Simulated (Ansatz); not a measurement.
Scan of H₃Al, singlet: map of symmetric stretch and umbrella angle. Scanned: Al-H bond length and angle between the Al-H bonds and the threefold axis (90 = planar).

Cartesian coordinates as functions of the variables (Å; names that start with a are angles):
```
Al  0  0  0
H  r*sin(a)*cos(0*2*pi/3+0)  r*sin(a)*sin(0*2*pi/3+0)  0+r*cos(a)
H  r*sin(a)*cos(1*2*pi/3+0)  r*sin(a)*sin(1*2*pi/3+0)  0+r*cos(a)
H  r*sin(a)*cos(2*2*pi/3+0)  r*sin(a)*sin(2*2*pi/3+0)  0+r*cos(a)
```

Calculation: restricted CAM-B3LYP/cc-pVDZ run with Ansatz (a quantum-chemistry and plane-wave program).

Energy in mEh above the lowest grid point; x is the Al-H bond length (Å), y the angle between the Al-H bonds and the threefold axis (90 = planar) (°).

```csv
y \ x,1.39,1.46,1.54,1.61,1.68,1.77,1.83,1.91,1.98
130,174.8,147.8,130.9,125.5,126.6,135.2,144.3,159.2,174.1
125.40,143.1,116.9,100.9,96.3,98.4,108.2,118.1,134.2,150.2
122.20,123.8,98.1,82.8,78.7,81.4,92.0,102.5,119.3,136.0
117.02,97.2,72.1,57.7,54.5,58.0,69.8,81.0,98.9,116.5
113.21,80.9,56.4,42.5,39.8,43.8,56.3,68.0,86.5,104.7
110.63,71.5,47.2,33.7,31.3,35.6,48.5,60.4,79.4,97.9
106.04,57.7,33.8,20.7,18.8,23.5,37.0,49.4,68.9,87.9
102.40,49.3,25.7,12.9,11.2,16.2,30.0,42.7,62.5,81.8
97.98,42.1,18.6,6.1,4.6,9.9,24.0,36.9,57.0,76.6
94.92,39.0,15.6,3.1,1.7,7.1,21.4,34.4,54.6,74.3
90,37.0,13.7,1.3,0.0,5.4,19.8,32.8,53.2,72.9
```

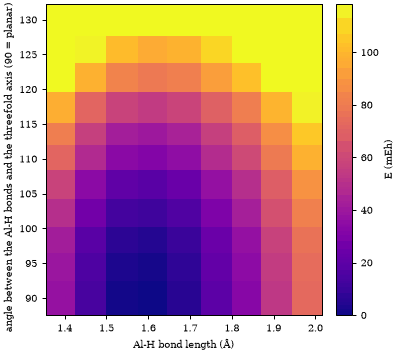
Fig. 1. Energy surface, cut off at 118 mEh.

Points that lie below all their neighbours on the grid: x = 1.61, y = 90 on the edge of the grid (0.0 mEh).
